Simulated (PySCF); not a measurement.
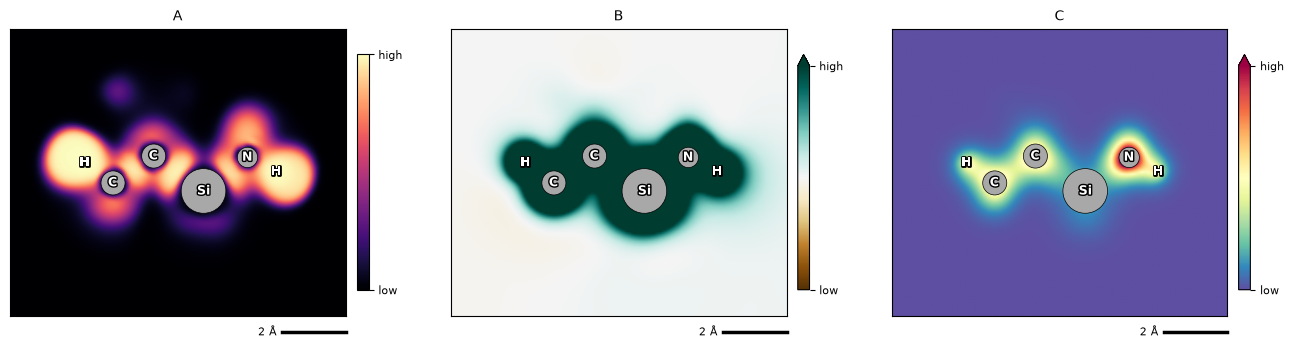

C₃H₁₂N₂OSi: 3 fields on the plane of atoms Si4, N5 and H15, with unlabelled colour scales. Grey discs cover the atomic cores.

Geometry: GFN2-xTB.

Theory: PySCF, PBE0/pcSseg-1, SCF density, gas phase, non-relativistic.

**The panels show electron density, electron localisation function and electrostatic potential in some order. Assign them.**

Panel A: electron localisation function. Panel B: electrostatic potential (strongly positive close to the atoms and fading to about zero outside). Panel C: electron density. From the grid: C–C (1.53 Å): ρ at the midpoint is about 1.6 e/Å³; the ELF peaks at about 0.95 between the atoms; a shared electron pair. Si–N (1.73 Å): the density is about 1.1 e/Å³ at the midpoint; the ELF peaks at about 0.90 between the atoms, as expected for a shared but strongly polarised pair.
